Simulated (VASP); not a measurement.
# MnTeS: structure and properties in VASP

What structure does MnTeS take at this level, and what are its properties? The steps: rough relaxation of the start cell, full relaxation (PBEsol + U), second relaxation, single point with fields (PBEsol + U), bands along the symmetry lines (PBEsol + U), total and projected DOS (PBEsol + U), volume scan with PBEsol + U, fit for PBEsol + U, zone-centre phonons (PBEsol + U) and total energy, forces and stress (PBEsol + U), changed input. The cell is invented: it takes the structure of a Materials Project entry for TiTeS (space group 156 there), with some of its atoms replaced by other elements, volume scaled by an estimate. It may not be a known or stable phase.

Main program and level: VASP 6.6.1; PBEsol, DFT+U (Mn d 5.3 eV), spin-polarised from a ferromagnetic start (one magnetic atom a cell); plane waves and PAW (Te, Mn_pv, S), in the first sound run; inputs show where later runs differ.

### Step 1. The structure

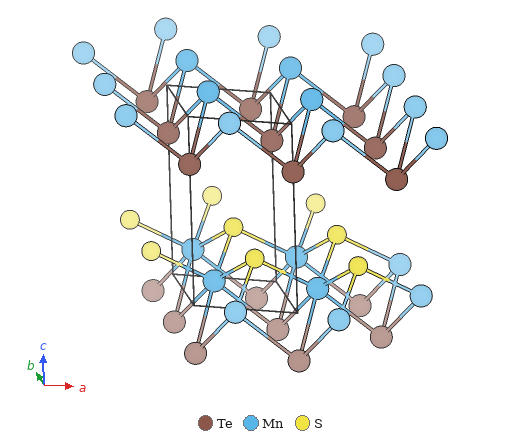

Start, viewed slightly off an axis; tellurium brown, manganese blue, sulfur yellow. 2×2×1 cells are drawn. Some periodic images of atoms are drawn too.

As a file:

```xyz
3
Lattice="3.6177 0.0000 0.0000 -1.8088 3.1330 0.0000 0.0000 0.0000 6.5512" Properties=species:S:1:pos:R:3 pbc="T T T"
Te    0.0000    0.0000    4.8938
Mn    0.0000    2.0887    0.2179
S     1.8088    1.0443    1.4395
```

### Step 2. Rough relaxation of the start cell

The start is only an estimate, so a cheap relaxation brings it near a minimum before any careful run. PBEsol restores the gradient expansion of exchange and is tuned for the cells of solids. A Hubbard U penalises fractional filling of the localised shell, which semilocal functionals favour.

INCAR

```
SYSTEM = MnTeS
PREC = Normal
ENCUT = 400
EDIFF = 1E-05
NELM = 60
ISMEAR = 0
SIGMA = 0.05
LREAL = .FALSE.
ALGO = Fast
GGA = PS
NBANDS = 20
ISPIN = 2
MAGMOM = 0 4 0
LDAU = .TRUE.
LDAUTYPE = 2
LDAUL = -1 2 -1
LDAUU = 0 5.3 0
LDAUJ = 0 0 0
LDAUPRINT = 1
LASPH = .TRUE.
LMAXMIX = 4
LORBIT = 11
LWAVE = .FALSE.
LCHARG = .FALSE.
IBRION = 2
NSW = 40
ISIF = 3
EDIFFG = -0.04
```

POSCAR

```
MnTeS
1.0
    3.6176530000      0.0000000000      0.0000000000
   -1.8088260000      3.1329790000      0.0000000000
    0.0000000000      0.0000000000      6.5512130000
Te Mn S
1 1 1
Direct
    0.0000000000      0.0000000000      0.7470097000
    0.3333333300      0.6666666700      0.0332652300
    0.6666666700      0.3333333300      0.2197240700
```

KPOINTS

```
Automatic mesh
0
Gamma
5 5 3
0 0 0
```

PAW data sets: Te, Mn_pv and S (PBE family, release 64).

On the command line:

```console
mpirun -np 1 vasp_std
```

Log:

```text
[banner, memory and clock lines left out]
running    1 mpi-ranks, on    1 nodes
 distrk:  each k-point on    1 cores,    1 groups
 distr:  one band on    1 cores,    1 groups

 POSCAR found type information on POSCAR TeMnS
 POSCAR found :  3 types and       3 ions
|                                                                             |
|               ----> ADVICE to this user running VASP <----                  |
|                                                                             |
|     You enforced a specific xc type in the INCAR file but a different       |
|     [... a line on the potential file left out ...]
|     I HOPE YOU KNOW WHAT YOU ARE DOING!                                     |
|                                                                             |

 LDA part: xc-table for (Slater+PW92), standard interpolation
 POSCAR, INCAR and KPOINTS ok, starting setup
 FFT: planning ... GRIDC
 FFT: planning ... GRID_SOFT
 FFT: planning ... GRID
 WAVECAR not read
 entering main loop
       N       E                     dE             d eps       ncg     rms          rms(c)
DAV:   1     0.135745150207E+03    0.13575E+03   -0.11638E+04  1112   0.954E+02
DAV:   2    -0.690190883921E+01   -0.14265E+03   -0.13739E+03  1024   0.250E+02
DAV:   3    -0.159381201878E+02   -0.90362E+01   -0.89324E+01  1144   0.646E+01
DAV:   4    -0.161129368279E+02   -0.17482E+00   -0.17427E+00  1216   0.938E+00
DAV:   5    -0.161155398212E+02   -0.26030E-02   -0.26027E-02  1116   0.110E+00    0.151E+01
RMM:   6    -0.175362578405E+02   -0.14207E+01   -0.24757E+01   981   0.387E+01    0.227E+01
RMM:   7    -0.153588338100E+02    0.21774E+01   -0.32406E+00   960   0.147E+01    0.813E+00
RMM:   8    -0.156699437089E+02   -0.31111E+00   -0.24358E-01   961   0.343E+00    0.531E+00
RMM:   9    -0.155950210593E+02    0.74923E-01   -0.16261E-01   964   0.322E+00    0.269E+00
RMM:  10    -0.157005176327E+02   -0.10550E+00   -0.42252E-02   961   0.161E+00    0.980E-01
RMM:  11    -0.157068859081E+02   -0.63683E-02   -0.89279E-03   963   0.691E-01    0.288E-01
RMM:  12    -0.157072267722E+02   -0.34086E-03   -0.11426E-03   970   0.277E-01    0.148E-01
RMM:  13    -0.157073417604E+02   -0.11499E-03   -0.40299E-04   971   0.136E-01    0.748E-02
RMM:  14    -0.157073527152E+02   -0.10955E-04   -0.92813E-05   908   0.754E-02    0.307E-02
RMM:  15    -0.157073590945E+02   -0.63793E-05   -0.27501E-05   779   0.410E-02
   1 F= -.15707359E+02 E0= -.15705647E+02  d E =-.157074E+02  mag=     3.6398
 curvature:   0.00 expect dE= 0.000E+00 dE for cont linesearch  0.000E+00
 trial: gam= 0.00000 g(F)=  0.253E-01 g(S)=  0.676E-02 ort = 0.000E+00 (trialstep = 0.100E+01)
 search vector abs. value=  0.320E-01
 bond charge predicted
       N       E                     dE             d eps       ncg     rms          rms(c)
DAV:   1    -0.156944876332E+02    0.12865E-01   -0.43985E+00  1384   0.498E+01    0.283E+00
RMM:   2    -0.157165594960E+02   -0.22072E-01   -0.82115E-01  1057   0.791E+00    0.220E+00
RMM:   3    -0.157323182945E+02   -0.15759E-01   -0.16977E-01   991   0.290E+00    0.619E-01
RMM:   4    -0.157310043031E+02    0.13140E-02   -0.15216E-02   996   0.951E-01    0.379E-01
RMM:   5    -0.157304476664E+02    0.55664E-03   -0.38037E-03  1020   0.406E-01    0.215E-01
RMM:   6    -0.157303991064E+02    0.48560E-04   -0.61554E-04   989   0.170E-01    0.136E-01
RMM:   7    -0.157303960983E+02    0.30081E-05   -0.18702E-04  1001   0.107E-01    0.531E-02
RMM:   8    -0.157304035753E+02   -0.74770E-05   -0.63421E-05   871   0.540E-02
   2 F= -.15730404E+02 E0= -.15728346E+02  d E =-.230445E-01  mag=     3.6400
[... from here on, the cycles between the ionic steps are left out ...]
   3 F= -.15730338E+02 E0= -.15728440E+02  d E =-.229792E-01  mag=     3.6533
   4 F= -.15737252E+02 E0= -.15735090E+02  d E =-.298930E-01  mag=     3.6400
   5 F= -.15754773E+02 E0= -.15752544E+02  d E =-.175212E-01  mag=     3.6902
   6 F= -.15772433E+02 E0= -.15769251E+02  d E =-.351812E-01  mag=     3.9771
   7 F= -.15775088E+02 E0= -.15774434E+02  d E =-.378361E-01  mag=     4.1200
   8 F= -.15783946E+02 E0= -.15783276E+02  d E =-.466942E-01  mag=     4.1174
   9 F= -.15791564E+02 E0= -.15791022E+02  d E =-.761768E-02  mag=     4.1199
  10 F= -.15806430E+02 E0= -.15805805E+02  d E =-.224834E-01  mag=     4.1200
  11 F= -.15799305E+02 E0= -.15798122E+02  d E =-.153587E-01  mag=     4.1200
  12 F= -.15809519E+02 E0= -.15808660E+02  d E =-.255726E-01  mag=     4.1200
  13 F= -.15820088E+02 E0= -.15819308E+02  d E =-.105695E-01  mag=     4.1200
  14 F= -.15831154E+02 E0= -.15830600E+02  d E =-.216350E-01  mag=     4.1200
  15 F= -.15831251E+02 E0= -.15830682E+02  d E =-.217318E-01  mag=     4.1200
  16 F= -.15834075E+02 E0= -.15833589E+02  d E =-.282415E-02  mag=     4.1200
  17 F= -.15838671E+02 E0= -.15838107E+02  d E =-.741984E-02  mag=     4.1200
  18 F= -.15838939E+02 E0= -.15838285E+02  d E =-.768809E-02  mag=     4.1198
  19 F= -.15839819E+02 E0= -.15839028E+02  d E =-.880122E-03  mag=     4.1198
  20 F= -.15840503E+02 E0= -.15839436E+02  d E =-.156431E-02  mag=     4.1197
  21 F= -.15841127E+02 E0= -.15839930E+02  d E =-.624122E-03  mag=     4.1196
  22 F= -.15842793E+02 E0= -.15841297E+02  d E =-.229033E-02  mag=     4.1191
  23 F= -.15845601E+02 E0= -.15844307E+02  d E =-.509749E-02  mag=     4.1177
  24 F= -.15843210E+02 E0= -.15842128E+02  d E =-.270724E-02  mag=     4.1217
  25 F= -.15846570E+02 E0= -.15845554E+02  d E =-.606704E-02  mag=     4.1194
  26 F= -.15847340E+02 E0= -.15846355E+02  d E =-.769879E-03  mag=     4.1198
  27 F= -.15847514E+02 E0= -.15846531E+02  d E =-.943554E-03  mag=     4.1200
  28 F= -.15847997E+02 E0= -.15847014E+02  d E =-.483409E-03  mag=     4.1200
 trial-energy change:   -0.000483  1 .order   -0.000502   -0.000653   -0.000351
 step:   1.0136(harm=  1.0136)  dis= 0.00447  next Energy=   -15.848219 (dE=-0.706E-03)
 bond charge predicted
       N       E                     dE             d eps       ncg     rms          rms(c)
DAV:   1    -0.158467531879E+02    0.12490E-02   -0.71153E-02  1316   0.676E+00    0.300E-01
RMM:   2    -0.158478668375E+02   -0.11136E-02   -0.13811E-02  1032   0.972E-01    0.175E-01
RMM:   3    -0.158482246613E+02   -0.35782E-03   -0.29398E-03   980   0.359E-01    0.671E-02
RMM:   4    -0.158482512369E+02   -0.26576E-04   -0.42468E-04   978   0.131E-01    0.493E-02
RMM:   5    -0.158482470820E+02    0.41549E-05   -0.35484E-05   724   0.437E-02
  29 F= -.15848247E+02 E0= -.15847264E+02  d E =-.733377E-03  mag=     4.1199
 curvature:  -0.51 expect dE=-0.170E-03 dE for cont linesearch -0.676E-05
 trial: gam= 0.15011 g(F)=  0.529E-04 g(S)=  0.279E-03 ort = 0.136E-03 (trialstep = 0.578E+00)
 search vector abs. value=  0.405E-03
 reached required accuracy - stopping structural energy minimisation
```

The job ended after 3 min (1 MPI rank of Intel Xeon 6975P-C (Granite Rapids), shared host; peak memory 0.15 GiB).

The logs omit lines about the potential files and the build; timing stands in the text.

OUTCAR, selected parts (step 2):

```text
ion  position               nearest neighbor table
   1  0.000  0.000  0.747-   2 2.81   2 2.81   2 2.81
   2  0.333  0.667  0.033-   3 2.42   3 2.42   3 2.42   1 2.81   1 2.81   1 2.81
   3  0.667  0.333  0.220-   2 2.42   2 2.42   2 2.42

  LATTYP: Found a hexagonal cell.
 ALAT       =     3.6176530000
 C/A-ratio  =     1.8109014325

 Subroutine GETGRP returns: Found  6 space group operations
 (whereof  6 operations were pure point group operations)

The static configuration has the point symmetry C_3v.

 Found     12 irreducible k-points:

   k-points           NKPTS =     12   k-points in BZ     NKDIM =     12   number of bands    NBANDS=     20

   dimension x,y,z NGX =    18 NGY =   18 NGZ =   32
   dimension x,y,z NGXF=    36 NGYF=   36 NGZF=   64

   ENCUT  =  400.0 eV  29.40 Ry    5.42 a.u.   5.90  5.90 10.68*2*pi/ulx,y,z

   NELECT =      25.0000    total number of electrons

 k-points in reciprocal lattice and weights: Automatic mesh
   0.00000000  0.00000000  0.00000000       0.013
   0.20000000  0.00000000  0.00000000       0.080
   0.40000000 -0.00000000  0.00000000       0.080
   0.20000000  0.20000000  0.00000000       0.080
   0.40000000  0.20000000  0.00000000       0.080
   0.00000000  0.00000000  0.33333333       0.027
   0.20000000  0.00000000  0.33333333       0.080
   0.00000000  0.20000000  0.33333333       0.080
   0.40000000 -0.00000000  0.33333333       0.080
   0.00000000  0.40000000  0.33333333       0.080
   0.20000000  0.20000000  0.33333333       0.160
   0.40000000  0.20000000  0.33333333       0.160

atom =   2  type =  2  l = 2

 onsite density matrix

spin component  1

  0.9230 -0.0000 -0.0000  0.0164  0.0000
 -0.0000  0.9081 -0.0000  0.0000  0.0164
 -0.0000 -0.0000  0.9331 -0.0000 -0.0000
  0.0164  0.0000 -0.0000  0.9081  0.0000
  0.0000  0.0164 -0.0000  0.0000  0.9230

spin component  2

  0.0583  0.0000 -0.0000 -0.0430  0.0000
  0.0000  0.0807  0.0000  0.0000 -0.0430
 -0.0000  0.0000  0.0318  0.0000 -0.0000
 -0.0430  0.0000  0.0000  0.0807 -0.0000
  0.0000 -0.0430 -0.0000 -0.0000  0.0583

 occupancies and eigenvectors

  o =  0.0251  v =  0.0000  0.0000  0.0000  0.0000  0.0000 -0.3427  0.5513  0.0000 -0.2649  0.7131      0.0000  0.0000  0.0000  0.0000  0.0000  0.0000  0.0000  0.0000  0.0000  0.0000
  o =  0.0251  v =  0.0000  0.0000  0.0000  0.0000  0.0000 -0.7131 -0.2649 -0.0000 -0.5513 -0.3427      0.0000  0.0000  0.0000  0.0000  0.0000  0.0000  0.0000  0.0000  0.0000  0.0000
  o =  0.0318  v =  0.0000  0.0000  0.0000  0.0000  0.0000  0.0000  0.0000 -1.0000  0.0000  0.0000      0.0000  0.0000  0.0000  0.0000  0.0000  0.0000  0.0000  0.0000  0.0000  0.0000
  o =  0.1139  v =  0.0000  0.0000  0.0000  0.0000  0.0000  0.2649  0.7131  0.0000 -0.3427 -0.5513      0.0000  0.0000  0.0000  0.0000  0.0000  0.0000  0.0000  0.0000  0.0000  0.0000
  o =  0.1139  v =  0.0000  0.0000  0.0000  0.0000  0.0000 -0.5513  0.3427  0.0000  0.7131 -0.2649      0.0000  0.0000  0.0000  0.0000  0.0000  0.0000  0.0000  0.0000  0.0000  0.0000
  o =  0.8975  v =  0.2347  0.7575 -0.0000 -0.3640 -0.4885  0.0000  0.0000  0.0000  0.0000  0.0000      0.0000  0.0000  0.0000  0.0000  0.0000  0.0000  0.0000  0.0000  0.0000  0.0000
  o =  0.8975  v = -0.4885  0.3640 -0.0000  0.7575 -0.2347  0.0000  0.0000  0.0000  0.0000  0.0000      0.0000  0.0000  0.0000  0.0000  0.0000  0.0000  0.0000  0.0000  0.0000  0.0000
  o =  0.9331  v = -0.0002 -0.0001 -1.0000 -0.0001 -0.0002  0.0000  0.0000  0.0000  0.0000  0.0000      0.0000  0.0000  0.0000  0.0000  0.0000  0.0000  0.0000  0.0000  0.0000  0.0000
  o =  0.9337  v =  0.3641 -0.4884  0.0001  0.2348 -0.7574  0.0000  0.0000  0.0000  0.0000  0.0000      0.0000  0.0000  0.0000  0.0000  0.0000  0.0000  0.0000  0.0000  0.0000  0.0000
  o =  0.9337  v =  0.7574  0.2348 -0.0003  0.4885  0.3641  0.0000  0.0000  0.0000  0.0000  0.0000      0.0000  0.0000  0.0000  0.0000  0.0000  0.0000  0.0000  0.0000  0.0000  0.0000

 average (electrostatic) potential at core
       1 -88.3764       2 -68.7440       3 -85.1150

 E-fermi :   5.8343

 spin component 1
 k-point     1 :       0.0000    0.0000    0.0000
  band No.  band energies     occupation
    ...
      7       0.4437      1.00000
      8       0.4437      1.00000
      9       1.0159      1.00000
     10       1.0159      1.00000
     11       1.4377      1.00000
     12       6.3818      0.00000
     13       6.4367      0.00000
     14       6.4367      0.00000
     15       8.0001      0.00000
     16       8.0001      0.00000
    ...

 k-point     2 :       0.2000    0.0000    0.0000
  band No.  band energies     occupation
    ...
     10       0.9969      1.00000
     11       1.6412      1.00000
     12       4.3342      1.00000
     13       5.3925      1.00000
     14       5.8081      0.76995
     15       6.6587      0.00000
     16       7.5585      0.00000
     17      11.1497      0.00000
     18      12.1463      0.00000
     19      13.0970      0.00000
    ...

 k-point     3 :       0.4000   -0.0000    0.0000
  band No.  band energies     occupation
    ...
     11       2.0723      1.00000
     12       2.4081      1.00000
     13       3.1583      1.00000
     14       4.8902      1.00000
     15       5.7238      0.99911
     16       7.0408      0.00000
     17      10.4345      0.00000
     18      11.1716      0.00000
     19      11.7050      0.00000
     20      14.1158      0.00000

 k-point     4 :       0.2000    0.2000    0.0000
  band No.  band energies     occupation
    ...
     11       2.1856      1.00000
     12       3.0319      1.00000
     13       3.1571      1.00000
     14       5.1667      1.00000
     15       5.5717      1.00000
     16       6.3301      0.00000
     17      10.6291      0.00000
     18      12.5301      0.00000
     19      13.1082      0.00000
     20      13.6535      0.00000

 k-point     5 :       0.4000    0.2000    0.0000
  band No.  band energies     occupation
    ...
     12       2.4825      1.00000
     13       3.3880      1.00000
     14       4.0619      1.00000
     15       4.9024      1.00000
     16       5.3604      1.00000
     17       9.4055      0.00000
     18      12.8995      0.00000
     19      13.2211      0.00000
     20      13.9299      0.00000

 k-point     6 :       0.0000    0.0000    0.3333
  band No.  band energies     occupation
    ...
      8       0.4469      1.00000
      9       1.0148      1.00000
     10       1.0148      1.00000
     11       2.0451      1.00000
     12       4.5381      1.00000
     13       6.3700      0.00000
     14       6.3700      0.00000
     15       8.1166      0.00000
     16       8.1166      0.00000
     17      11.3274      0.00000
    ...

  Total       -0.0913547     -0.0913547     -0.0257041     -0.0000000      0.0000000     -0.0000000
  in kB       -2.1915572     -2.1915567     -0.6166306     -0.0000003      0.0000000     -0.0000000
  external PRESSURE =      -1.6665815 kB  Pullay stress =       0.0000000 kB

  energy-cutoff  :      400.00
  volume of cell :       66.79
      direct lattice vectors                 reciprocal lattice vectors
     3.524567398 -0.000000016 -0.000000000     0.283722764  0.163807389 -0.000000000
    -1.762283225  3.052364544  0.000000000     0.000000001  0.327614867  0.000000000
     0.000000000 -0.000000000  6.207925513     0.000000000 -0.000000000  0.161084407

 POSITION                                       TOTAL-FORCE (eV/Angst)
 -----------------------------------------------------------------------------------
      0.00000     -0.00000      4.35186         0.000000     -0.000000      0.008139
      0.00000      2.03491      0.29201        -0.000000      0.000000     -0.026390
      1.76228      1.01745      1.56405         0.000000     -0.000000      0.018251
 -----------------------------------------------------------------------------------
    total drift:                                0.000002     -0.000007      0.009959

  FREE ENERGIE OF THE ION-ELECTRON SYSTEM (eV)
  ---------------------------------------------------
  free  energy   TOTEN  =       -15.8482470820 eV

  energy  without entropy=      -15.8462800907  energy(sigma->0) =      -15.84726359

 reached required accuracy - stopping structural energy minimisation

 total charge
# of ion       s       p       d       tot
------------------------------------------
    1        1.431   1.799   0.038   3.268
    2        0.281   6.240   4.884  11.405
    3        1.354   2.332   0.000   3.685
--------------------------------------------------
tot          3.066  10.370   4.922  18.358

 magnetization (x)
# of ion       s       p       d       tot
------------------------------------------
    1        0.005  -0.097   0.002  -0.090
    2        0.044   0.042   4.276   4.362
    3        0.001  -0.234   0.000  -0.233
--------------------------------------------------
tot          0.050  -0.289   4.279   4.039

[... 6 further parts left out ...]
```

CONTCAR:

```
MnTeS
   1.00000000000000
     3.5245673983133856   -0.0000000155105163   -0.0000000000000000
    -1.7622832254546612    3.0523645437585833    0.0000000000000000
     0.0000000000000001   -0.0000000000000000    6.2079255134328584
  Te              Mn              S
     1     1     1
Direct
     0.0000000000000000    0.0000000000000000    0.7010162915765281
     0.3333333300000021    0.6666666699999979    0.0470390367239875
     0.6666666699999979    0.3333333300000021    0.2519436716994801
```

The cell holds one magnetic atom, so no antiferromagnetic order fits into it. The k-mesh is coarse for a metal. The bonds form layers, held to each other by dispersion, which PBEsol lacks, so the spacing between them is unreliable. This relaxation is a rough one on cheap settings, only to bring the start near its minimum. The PAW data sets were made with PBE, which is usual practice but a small mismatch for other functionals. After so large a change of volume the plane waves of the start cell no longer fit, so the final stress carries a basis-set error. The run keeps the 6 symmetry operations of its start, so it cannot find a distortion of lower symmetry.

(Part 1 of 8 ends here.)

[Lines on the potential files, build, host, timing and source positions are cut from VASP's logs without a mark.]

[Logs are printed without paths, hosts, clocks, repeated set-up lines and the standing remarks that a program may print on its own settings, such as how far it seeks lower states.]

[Hosts, paths, dates, database ids (printed as entryN), source tags and the programs' standing remarks are cut or masked in the printed files.]

[A measured line is paired with the nearest computed mode of its activity, which favours agreement.]

[In band tables of VASP the shares of atoms and orbitals are scaled to a sum of 1 inside the atoms' spheres.]
